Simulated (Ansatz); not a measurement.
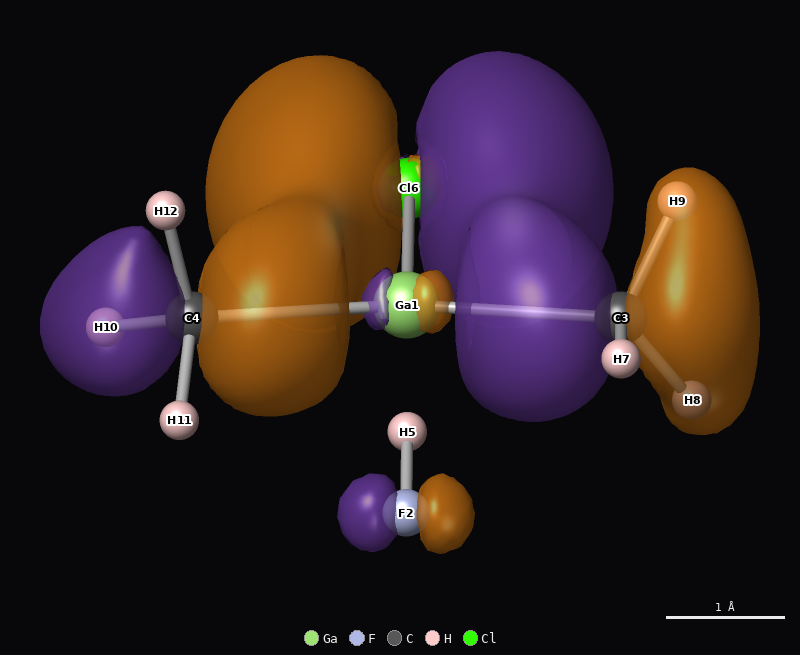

Figure. C$_{2}$H$_{6}$ClGa···HF. The HOMO−1 at ±0.1 Å⁻³ᐟ² (orange and purple are the two phases), seen from one side.

Computed with Ansatz, RKS B3LYP-D4/def2-SVP.

Input

```
crystal:
  periodic: [false, false, false]
  atoms:
    - { symbol: Ga, position_ang: [-0.40597, -0.196272, -0.104701] }
    - { symbol: F, position_ang: [2.224662, -0.660732, 1.433152] }
    - { symbol: C, position_ang: [0.412701, -0.238826, -1.887411] }
    - { symbol: C, position_ang: [-1.166102, 1.192647, 1.053845] }
    - { symbol: H, position_ang: [1.760472, -1.434399, 1.584586] }
    - { symbol: Cl, position_ang: [-0.599126, -2.244643, 0.771648] }
    - { symbol: H, position_ang: [0.379373, 0.739524, -2.388937] }
    - { symbol: H, position_ang: [1.464657, -0.545539, -1.7731] }
    - { symbol: H, position_ang: [-0.093701, -0.990389, -2.512261] }
    - { symbol: H, position_ang: [-1.173234, 0.852876, 2.099245] }
    - { symbol: H, position_ang: [-0.597494, 2.131728, 0.975649] }
    - { symbol: H, position_ang: [-2.206338, 1.394025, 0.748185] }
basis:
  gaussian: { orbitals: def2-SVP }
hamiltonian:
  xc: b3lyp
  dispersion: d4
relax:
  f_tol: 0.03
  max_steps: 50
output:
  orbitals: {}
```

Run with:

```sh
ansatz run input.yaml --threads 4 --pin off --max-ram 5120MiB --backend cpu --events-out ev --progress --plain --runs-dir out
```

The fields are those of the relaxed geometry.

Question: What is the character of this orbital?

Answer: By Hirshfeld shares it lies mainly on Cl6 (about 60 %), Ga1 (about 15 %), C3 (about 10 %) and C4 (about 10 %). Its energy is −8.50 eV.
